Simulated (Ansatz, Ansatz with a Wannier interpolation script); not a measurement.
# AlH3 (R-3c): what limits a Wannier interpolation of GW

Wanted: errors and cost of interpolated bands of AlH3 (R-3c) under coarser or faulty settings.

Calculated with Ansatz 0.2.0; maximally localised Wannier functions, LDA, plane waves, PAW.

## Step 1: The structure

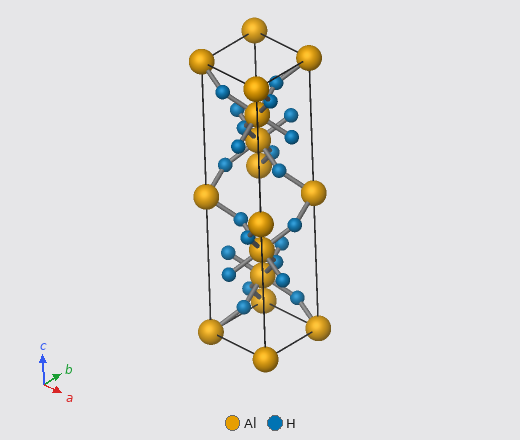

The cell as given, from a free direction (aluminium orange, hydrogen blue). This picture shows the conventional cell, with its axes. Bonds to atoms that aren't drawn are left out. Some periodic images of atoms are drawn too.

The cell and positions come from the Crystallography Open Database and are kept as given unless a step says otherwise. The default PAW set here is soft_2. Its files were made with PBE.

## Step 2: Wannier model on 8×8×8

Localised functions give a small Hamiltonian that interpolates between mesh points at no cost.

File input.yaml:

```yaml
crystal:
  lattice:
    - [2.22465, 1.2844022764, 3.9345666667]
    - [-2.22465, 1.2844022764, 3.9345666667]
    - [0.0, -2.5688045527, 3.9345666667]
  atoms:
    - { symbol: Al, position: [0.0, 0.0, 0.0] }
    - { symbol: Al, position: [0.5, 0.5, 0.5] }
    - { symbol: H, position: [0.878, 0.622, 0.25] }
    - { symbol: H, position: [0.25, 0.878, 0.622] }
    - { symbol: H, position: [0.622, 0.25, 0.878] }
    - { symbol: H, position: [0.122, 0.378, 0.75] }
    - { symbol: H, position: [0.75, 0.122, 0.378] }
    - { symbol: H, position: [0.378, 0.75, 0.122] }
kpoints:
  mp_grid: { grid: [4, 4, 4] }
hamiltonian:
  xc: lda
scf:
  occupations: { method: fixed }
  n_extra_bands: 35
output:
  wannier:
    kmesh: [8, 8, 8]
    projections:
      - { species: Al, l: s, shell: 3 }
      - { species: Al, l: p, shell: 3 }
      - { species: H, l: s, shell: 1 }
    minimise: true
    write_hr: true
    seedname: w
    conv_tol: 1.0e-07
    max_iter: 4000
    disentanglement:
      window: [-7.94, 21.75]
      frozen_window: [-7.94, 6.0]
      conv_tol: 1.0e-08
```

Command:

```console
$ ansatz run input.yaml --threads 3 --pin off --max-ram 92160MiB --backend cuda --events-out ev --progress --plain --runs-dir out --devices 1 --max-vram 13GiB
```

Numbers of over 12 decimals in the logs are rounded to 6 here.

The log of the run:

```text
scf.n_extra_bands = 35 over 6 filled bands (N_el = 12.0): the run solves 41 bands
GPUs: using 1 of 1 available (devices: 1).
Engine: ansatz 0.2.0, x86_64-unknown-linux-gnu
Pseudopotentials: kind: paw
Pseudopotential: Al, paw, valence charge 3, recommended cutoff 420 eV (normal), Al.paw.azcp
Pseudopotential: H, paw, valence charge 1, recommended cutoff 420 eV (normal), H.paw.azcp
Functional definition: SPW92
  exchange = slater_x
  correlation = pw_c
device memory: the entry about to start is reckoned to put 1.6 GiB on a device that reports 36.9 GiB free (of which the cap on the GPU budget leaves the run 13.0 GiB)
GPU FFT provider: cuFFT
GPU libraries: cuBLAS 13.8.2, cuFFT 12.4.0, cuSOLVER 12.3.4
Crystal: 8 atoms, lattice volume = 67.454 Å³
Basis set: ecut = 420 eV, 1309 PW (Γ)
Bands: 41, of which v1, the nominal top of the filled ones, is band 6 counted from 1 (5 counted from 0)
Symmetry: 12 space group operations
Space group: R-3c (ITA 167), of the structure as read, at distance tolerance 4.1e-5 Å
k-points: 13 of 64
Non-local potential: Al, projectors of the file, l = 0: 2, l = 1: 2, l = 2: 1
Non-local potential: H, projectors of the file, l = 0: 2, l = 1: 1
PAW form: soft (Blöchl's): semilocal exchange-correlation on the pseudo side does not see the compensation charge
PAW frozen core: Al, regenerated for the run's functional, and the local potential with it (the file was generated under x = pbe(κ = 0.804, μ = 0.219515), c = pbe(β = 0.066725))
PAW one-centre angular grid: Al, 110 points (default); XC on 64 Gauss nodes
PAW one-centre angular grid: H, 110 points (default); XC on 64 Gauss nodes
Initial density: superposition of atomic densities (neutral atoms: chi_scale 0, normalization atom), corrected by the library's trained network
Initial wavefunctions: pseudopotential atomic-orbital guess
GPU buffer pool allocated for 32768 grid points (all kernels)
GPU transforms: local potential and band sums: pruned to the plane-wave sphere, on 32×32×32
Functional: x = slater, c = lda
SCF iter   1: F=—  HF=-1119.660959 eV  |F-HF|=—  |Δ(HF+E_count)|=         —  Δρ=1.25e-2  dr2=7.02e-2  ethr=1.77e-3  ⟨swp⟩=4.0  Hψ=1982  notcnv=0  defer=355
preconditioner: auto → none  [insulator: Δε(μ)=1.819 eV  Ē_g=22.615 eV  n_scr=14 (ndim 8)  ℏωp=15.7 eV  f_vac=0.000  ε∞_Penn≈1.5]
SCF iter   2: F=—  HF=-1119.636061 eV  |F-HF|=—  |Δ(HF+E_count)|=   2.49e-2  Δρ=4.10e-3  dr2=7.58e-3  ethr=5.85e-4  ⟨swp⟩=1.2  Hψ=640  notcnv=0  defer=370
SCF iter   3: F=—  HF=-1119.633206 eV  |F-HF|=—  |Δ(HF+E_count)|=   2.86e-3  Δρ=1.54e-4  dr2=1.61e-5  ethr=6.32e-5  ⟨swp⟩=3.0  Hψ=266  notcnv=0  defer=415
SCF iter   4: F=—  HF=-1119.633211 eV  |F-HF|=—  |Δ(HF+E_count)|=   5.25e-6  Δρ=2.62e-5  dr2=1.85e-7  ethr=1.35e-7  ⟨swp⟩=2.0  Hψ=243  notcnv=0  defer=367
iter 5 did not close the SCF: its close was put off for the readings that it lacked (scf_convergence_deferred on its scf_iter line)
SCF iter   5: F=-1119.633212 eV  HF=-1119.633212 eV  |F-HF|=7.49e-10  |Δ(HF+E_count)|=   7.03e-8  Δρ=2.02e-6  dr2=1.77e-9  ethr=1.54e-9  ⟨swp⟩=2.0  Hψ=240  notcnv=0  defer=367
SCF iter   6: F=-1119.633212 eV  HF=-1119.633212 eV  |F-HF|=4.55e-13  |Δ(HF+E_count)|=  7.06e-10  Δρ=8.03e-8  dr2=2.44e-12  ethr=1.48e-11  ⟨swp⟩=9.6  Hψ=3943  notcnv=0
SCF 1 converged in 6 iterations: F = -1119.633212 eV  dr2 = 2.44e-12
[...]
device memory: the entry about to start is reckoned to put 2.1 GiB on a device that reports 36.9 GiB free (of which the cap on the GPU budget leaves the run 13.0 GiB)
NSCF: frozen V_eff on 13 k-points
[...]
device memory: the entry about to start is reckoned to put 2.7 GiB on a device that reports 36.9 GiB free (of which the cap on the GPU budget leaves the run 13.0 GiB)
NSCF: frozen V_eff on 68 k-points, pencils in batches of 32, up to order 164
the Wannier pass solved 68 of the 512 points of its mesh, and has the states at the others by symmetry: states obtained by the crystal's operations at points that were solved too leave a residual of 1.67e-13 eV (read by the count's bands and the next), within 8.33e-6 eV
SCF converged after 6 iterations
Free energy (F): -1119.633212 eV
Harris-Foulkes:  -1119.633212 eV  (|F-HF|=4.55e-13)
Internal energy: -1119.633212 eV  (E = F + TS)
E sigma→0 (E₀):  -1119.633212 eV
Fermi energy:    1.034421 eV
--- Per-component energies (eV) ---
  E_band       = -26.370648
  E_kinetic    = 130.287238
  E_local      = -91.371063  (includes V_loc(G=0)·N_el)
  E_nonlocal   = 29.127442
  E_hartree    = 22.799401
  E_xc         = -132.074294
  E_vxc        = -128.402119  (∫ρ·V_xc dr)
  E_paw        = -889.346250  (= ΣΔE_a)
  E_vpaw       = -11.603580  (= ΣTr[D̂ρ^β])
  E_aug_tail   = -0.007369  (compensation charges beyond the density's cutoff)
  E_ewald      = -189.159750
  E_core_change = 0.111433  (= ΣΔE_core)
  E_smearing   = -0.000000  (= −TS)
  E_closure    = -0.000000  (closes the sum)
  Σ components = -1119.633212   (vs F -1119.633212, Δ=0.00e0)
--- Band table (eV; the first three rows and the last of 13) ---
  k-point 0: bands = [... 2 lower, -0.7450, -0.7450, 0.9856, 0.9856, 2.9986, 6.6506, 6.7334, 6.7334, ... 31 higher]
  k-point 1: bands = [... 2 lower, -1.1473, -0.8346, 0.2945, 0.5465, 4.0613, 5.8269, 6.7124, 7.2199, ... 31 higher]
  k-point 2: bands = [... 2 lower, -0.6921, -0.6921, -0.3537, -0.3537, 4.7160, 4.7160, 8.4512, 8.4512, ... 31 higher]
  k-point 12: bands = [... 2 lower, -0.2340, -0.2340, -0.2340, -0.2340, 5.5886, 5.5886, 9.2020, 9.2020, ... 31 higher]
Wannier search: line search 1 of at most 4000: gauge-dependent spread (as the search counts it) 8.9696123 Å², largest recent change 4.4e0 Å² and fall left 1.8e-2 Å² against conv_tol 1.0e-7 Å², 0 stops escaped
WARN: <dir> 56 periodic images of 56 elements of H(R) lie 4.88e-4 to 1.95e-3 Å beyond their element's nearest image, near the 9.77e-4 Å window within which an element is shared among its images; whether they share it moves the interpolated H(k) by 2.3e-3 eV (Frobenius norm, root mean square over the Brillouin zone); at the model's own mesh points H(k) does not change
```

The job ended after 18 s (1 × NVIDIA H100 80GB HBM3 (shared by 6 runs) with 3 threads of AMD EPYC 7R13 (Zen 3), shared host; peak memory 1.1 GiB; 17 s of CPU time).

Reading the cycles: dr2 is the Hartree energy of the density residual (eV), the measure of convergence; HF is the Harris–Foulkes estimate of the energy, which meets the free energy F at convergence.

Numbers from this step:

```
gauge-invariant spread     : 25.69 Å²
diagonal spread            : 0.04329 Å²
off-diagonal spread        : 5.802 Å²
total spread               : 31.53 Å²
least projectability       : 0.4213
localisation steps         : 59
disentanglement steps      : 546
r.m.s. interpolation error : 0.002573 eV
r.m.s. error near the gap  : 0.003260 eV
```

Near the gap the model misses directly solved bands by 3.3 meV r.m.s. and by 16 meV at most in the window tested. This tests the starting bands, not the corrections carried with them.

## Step 3: Wannier model on 4×4×4

Edit input.yaml of step 2 so:

```diff
@@ -23,3 +23,3 @@
   wannier:
-    kmesh: [8, 8, 8]
+    kmesh: [4, 4, 4]
     projections:
```

The log of the run:

```text
[...]
GPUs: using 1 of 1 available (devices: 1).
[...]
GPU FFT provider: cuFFT
GPU libraries: cuBLAS 13.8.2, cuFFT 12.4.0, cuSOLVER 12.3.4
Crystal: 8 atoms, lattice volume = 67.454 Å³
Basis set: ecut = 420 eV, 1309 PW (Γ)
Bands: 41, of which v1, the nominal top of the filled ones, is band 6 counted from 1 (5 counted from 0)
Symmetry: 12 space group operations
[...]
k-points: 13 of 64
[...]
GPU buffer pool allocated for 32768 grid points (all kernels)
[...]
SCF iter   1: F=—  HF=-1119.660959 eV  |F-HF|=—  |Δ(HF+E_count)|=         —  Δρ=1.25e-2  dr2=7.02e-2  ethr=1.77e-3  ⟨swp⟩=4.0  Hψ=1982  notcnv=0  defer=355
[...]
SCF iter   6: F=-1119.633212 eV  HF=-1119.633212 eV  |F-HF|=4.55e-13  |Δ(HF+E_count)|=  7.06e-10  Δρ=8.03e-8  dr2=2.44e-12  ethr=1.48e-11  ⟨swp⟩=9.6  Hψ=3943  notcnv=0
SCF 1 converged in 6 iterations: F = -1119.633212 eV  dr2 = 2.44e-12
[...]
NSCF: frozen V_eff on 13 k-points
[...]
SCF converged after 6 iterations
Free energy (F): -1119.633212 eV
[...]
Internal energy: -1119.633212 eV  (E = F + TS)
E sigma→0 (E₀):  -1119.633212 eV
Fermi energy:    1.034421 eV
[...]
--- Band table (eV; the first three rows and the last of 13) ---
  k-point 0: bands = [... 2 lower, -0.7450, -0.7450, 0.9856, 0.9856, 2.9986, 6.6506, 6.7334, 6.7334, ... 31 higher]
  k-point 1: bands = [... 2 lower, -1.1473, -0.8346, 0.2945, 0.5465, 4.0613, 5.8269, 6.7124, 7.2199, ... 31 higher]
  k-point 2: bands = [... 2 lower, -0.6921, -0.6921, -0.3537, -0.3537, 4.7160, 4.7160, 8.4512, 8.4512, ... 31 higher]
  k-point 12: bands = [... 2 lower, -0.2340, -0.2340, -0.2340, -0.2340, 5.5886, 5.5886, 9.2020, 9.2020, ... 31 higher]
[...]
WARN: <dir> by an estimate from the overlaps, the levels of the selected subspace lie 0.022 eV from the frozen bands on average, midway between mesh points. Up to 0.02 eV counts as a good interpolation. More projections, another frozen window or a finer output.wannier.kmesh can bring them closer
```

Run time: 16 s. Hardware: 1 × NVIDIA H100 80GB HBM3 (shared by 6 runs) with 3 threads; peak memory 0.93 GiB.

Numbers from this step:

| Property | Result |
| --- | --- |
| gauge-invariant spread | 20.80 Å² |
| diagonal spread | 0.02451 Å² |
| off-diagonal spread | 5.050 Å² |
| total spread | 25.87 Å² |
| least projectability | 0.5773 |
| localisation steps | 57 |
| disentanglement steps | 216 |
| r.m.s. interpolation error | 0.01951 eV |
| r.m.s. error near the gap | 0.02324 eV |

Near the gap the model misses directly solved bands by 23.2 meV r.m.s. and by 75 meV at most in the window tested. This tests the starting bands, not the corrections carried with them.

Frozen up to 4.95 eV; above it the model need not follow the bands. The electronic bands at the labelled points (eV, zero at the valence-band top; v1 is the highest filled band, c1 the lowest empty one):

```
     point     v4     v3     v2     v1    c1    c2    c3    c4
         Γ  -1.80  -1.80  -0.07  -0.07  1.95  5.68  5.68  6.86
         T  -1.28  -1.28  -1.28  -1.28  4.54  4.54  8.80  8.80
        H2  -4.04  -4.04  -0.72  -0.72  5.96  5.96  8.60  8.60
jump to H0  -4.04  -4.04  -0.72  -0.72  5.96  5.96  8.60  8.60
         L  -1.74  -1.74  -1.40  -1.40  3.67  3.67  8.30  8.30
         Γ  -1.80  -1.80  -0.07  -0.07  1.95  5.68  5.68  6.86
        S0  -4.34  -2.86  -2.18  -0.09  6.12  6.64  7.71  8.68
jump to S2  -4.34  -2.86  -2.18  -0.09  6.12  6.64  7.71  8.68
         F  -3.75  -3.24  -3.11  -0.07  5.85  7.62  7.66  9.72
         Γ  -1.80  -1.80  -0.07  -0.07  1.95  5.68  5.68  6.86
```

The same for Kohn-Sham, solved directly:

```
point     v4     v3     v2     v1    c1    c2    c3    c4
    Γ  -1.80  -1.80  -0.07  -0.07  1.95  5.60  5.68  5.68
    T  -1.28  -1.28  -1.28  -1.28  4.54  4.54  8.15  8.15
   H2  -4.04  -4.04  -0.72  -0.72  5.64  5.64  8.11  8.11
   H0  -4.04  -4.04  -0.72  -0.72  5.64  5.64  8.11  8.11
    L  -1.74  -1.74  -1.40  -1.40  3.67  3.67  7.40  7.40
    Γ  -1.80  -1.80  -0.07  -0.07  1.95  5.60  5.68  5.68
   S0  -4.28  -2.85  -2.17  -0.11  5.88  6.09  6.51  8.41
   S2  -4.28  -2.85  -2.17  -0.11  5.88  6.09  6.51  8.41
    F  -3.75  -3.24  -3.11  -0.07  5.29  7.31  7.55  7.65
    Γ  -1.80  -1.80  -0.07  -0.07  1.95  5.60  5.68  5.68
```

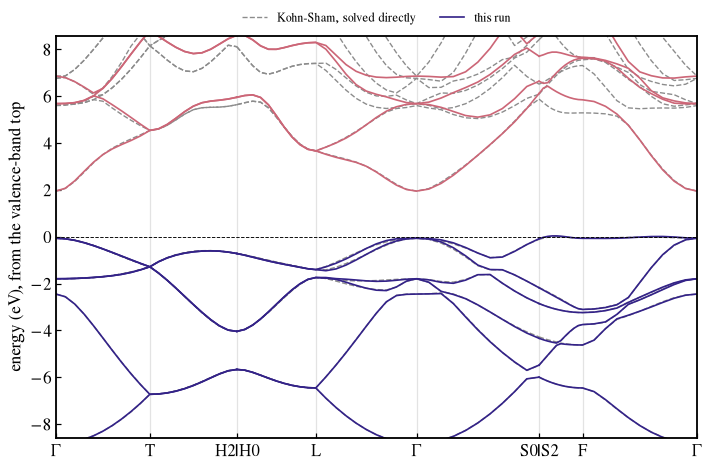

Electronic bands along the path; lines of filled and empty bands in two colours; dashed: Kohn-Sham, solved directly.

## Step 4: A faulty Wannier input

Edit input.yaml of step 3 so:

```diff
@@ -34,4 +34,4 @@
     disentanglement:
-      window: [-7.94, 21.75]
-      frozen_window: [-7.94, 6.0]
+      window: [-7.94, 3.0]
+      frozen_window: [-7.94, 2.8]
       conv_tol: 1.0e-08
```

The log of the run:

```text
scf.n_extra_bands = 35 over 6 filled bands (N_el = 12.0): the run solves 41 bands
GPUs: using 1 of 1 available (devices: 1).
Engine: ansatz 0.2.0, x86_64-unknown-linux-gnu
Pseudopotentials: kind: paw
Pseudopotential: Al, paw, valence charge 3, recommended cutoff 420 eV (normal), Al.paw.azcp
Pseudopotential: H, paw, valence charge 1, recommended cutoff 420 eV (normal), H.paw.azcp
Functional definition: SPW92
  exchange = slater_x
  correlation = pw_c
device memory: the entry about to start is reckoned to put 1.6 GiB on a device that reports 47.2 GiB free (of which the cap on the GPU budget leaves the run 13.0 GiB)
GPU FFT provider: cuFFT
GPU libraries: cuBLAS 13.8.2, cuFFT 12.4.0, cuSOLVER 12.3.4
Crystal: 8 atoms, lattice volume = 67.454 Å³
Basis set: ecut = 420 eV, 1309 PW (Γ)
Bands: 41, of which v1, the nominal top of the filled ones, is band 6 counted from 1 (5 counted from 0)
Symmetry: 12 space group operations
Space group: R-3c (ITA 167), of the structure as read, at distance tolerance 4.1e-5 Å
k-points: 13 of 64
Non-local potential: Al, projectors of the file, l = 0: 2, l = 1: 2, l = 2: 1
Non-local potential: H, projectors of the file, l = 0: 2, l = 1: 1
PAW form: soft (Blöchl's): semilocal exchange-correlation on the pseudo side does not see the compensation charge
PAW frozen core: Al, regenerated for the run's functional, and the local potential with it (the file was generated under x = pbe(κ = 0.804, μ = 0.219515), c = pbe(β = 0.066725))
PAW one-centre angular grid: Al, 110 points (default); XC on 64 Gauss nodes
PAW one-centre angular grid: H, 110 points (default); XC on 64 Gauss nodes
[...]
NSCF: frozen V_eff on 13 k-points
[...]
device memory: the entry about to start is reckoned to put 1.4 GiB on a device that reports 47.1 GiB free (of which the cap on the GPU budget leaves the run 13.0 GiB)
NSCF: frozen V_eff on 16 k-points
the Wannier pass solved 16 of the 64 points of its mesh, and has the states at the others by symmetry: states obtained by the crystal's operations at points that were solved too leave a residual of 2.08e-13 eV (read by the count's bands and the next), within 8.33e-6 eV
SCF converged after 6 iterations
Free energy (F): -1119.633212 eV
Harris-Foulkes:  -1119.633212 eV  (|F-HF|=4.55e-13)
Internal energy: -1119.633212 eV  (E = F + TS)
E sigma→0 (E₀):  -1119.633212 eV
Fermi energy:    1.034421 eV
--- Per-component energies (eV) ---
  E_band       = -26.370648
  E_kinetic    = 130.287238
  E_local      = -91.371063  (includes V_loc(G=0)·N_el)
  E_nonlocal   = 29.127442
  E_hartree    = 22.799401
  E_xc         = -132.074294
  E_vxc        = -128.402119  (∫ρ·V_xc dr)
  E_paw        = -889.346250  (= ΣΔE_a)
  E_vpaw       = -11.603580  (= ΣTr[D̂ρ^β])
  E_aug_tail   = -0.007369  (compensation charges beyond the density's cutoff)
  E_ewald      = -189.159750
  E_core_change = 0.111433  (= ΣΔE_core)
  E_smearing   = -0.000000  (= −TS)
  E_closure    = -0.000000  (closes the sum)
  Σ components = -1119.633212   (vs F -1119.633212, Δ=0.00e0)
--- Band table (eV; the first three rows and the last of 13) ---
  k-point 0: bands = [... 2 lower, -0.7450, -0.7450, 0.9856, 0.9856, 2.9986, 6.6506, 6.7334, 6.7334, ... 31 higher]
  k-point 1: bands = [... 2 lower, -1.1473, -0.8346, 0.2945, 0.5465, 4.0613, 5.8269, 6.7124, 7.2199, ... 31 higher]
  k-point 2: bands = [... 2 lower, -0.6921, -0.6921, -0.3537, -0.3537, 4.7160, 4.7160, 8.4512, 8.4512, ... 31 higher]
  k-point 12: bands = [... 2 lower, -0.2340, -0.2340, -0.2340, -0.2340, 5.5886, 5.5886, 9.2020, 9.2020, ... 31 higher]
```

Run time: 8.4 s. Hardware: 1 × NVIDIA H100 80GB HBM3 (shared by 6 runs) with 3 threads; peak memory 0.88 GiB.

The self-consistent loop converged; the step after it was not made. The program's words: output.wannier: at mesh point 0 (counted from 0) output.wannier.disentanglement.window holds 7 states for 14 functions, beside 0 of inner shells that are left out. Raise the window's top, and output.wannier.disentanglement.top_band where it is typed. No Wannier file is written

The fault put into this input: an outer window with too few states.

## Step 5: G0W0: 4×4×4 mesh, 281 empty bands, screening to 150 eV

Now the one-shot GW correction: screening in the RPA, then the self-energy of the levels asked for.

This step: G0W0 on LDA, plane waves, PAW.

input.yaml, the sections that differ from step 4:

```yaml
scf:
  occupations: { method: fixed }
gw:
  n_empty_bands: 281
  ecut_chi: 150.0
  qp_bands: [v6, c2]
  screening: { model: contour_deformation }
# crystal, kpoints, hamiltonian: as in step 4
# output: removed
```

The log of the run:

```text
GPUs: using 1 of 1 available (devices: 1).
[...]
GPU FFT provider: cuFFT
GPU libraries: cuBLAS 13.8.2, cuFFT 12.4.0, cuSOLVER 12.3.4
Crystal: 8 atoms, lattice volume = 67.454 Å³
Basis set: ecut = 420 eV, 1309 PW (Γ)
Bands: 14, of which v1, the nominal top of the filled ones, is band 6 counted from 1 (5 counted from 0)
Symmetry: 12 space group operations
[...]
k-points: 13 of 64
[...]
0     8      6.6506    -3.6460    -4.2186    -8.5273  0.8064     7.3185     7.3133  root
[...]
12     5     -0.2340   -15.8491     2.4863   -12.0651  0.7576    -1.5590    -1.5317  root
    12     6     -0.2340   -15.8491     2.4863   -12.0651  0.7576    -1.5590    -1.5317  root
    12     7      5.5886    -6.0527    -4.1346   -11.0462  0.7986     6.4558     6.4474  root
    12     8      5.5886    -6.0527    -4.1346   -11.0462  0.7986     6.4558     6.4474  root
[key lines of the parts left out:]
SCF converged after 6 iterations
Free energy (F): -1119.633212 eV
Fermi energy:    1.034421 eV
```

The job ended after 19 s (1 × NVIDIA H100 80GB HBM3 (shared by 6 runs) with 3 threads; peak memory 1.1 GiB).

The G0W0 gap on the mesh is 4.213 eV.

[end of part 1 of 2]

[Paths, hosts, dates, memory and timing lines, banners, echoed tables and standing remarks are left out of the program output.]

[Logs are printed without paths, hosts, clocks, repeated set-up lines and the standing remarks that a program may print on its own settings, such as how far it seeks lower states.]

[Runs of the session that timed out or met a known fault of the program may be left out.]

[Hosts, paths, dates, database ids (printed as entryN), source tags and the programs' standing remarks are cut or masked in the printed files.]
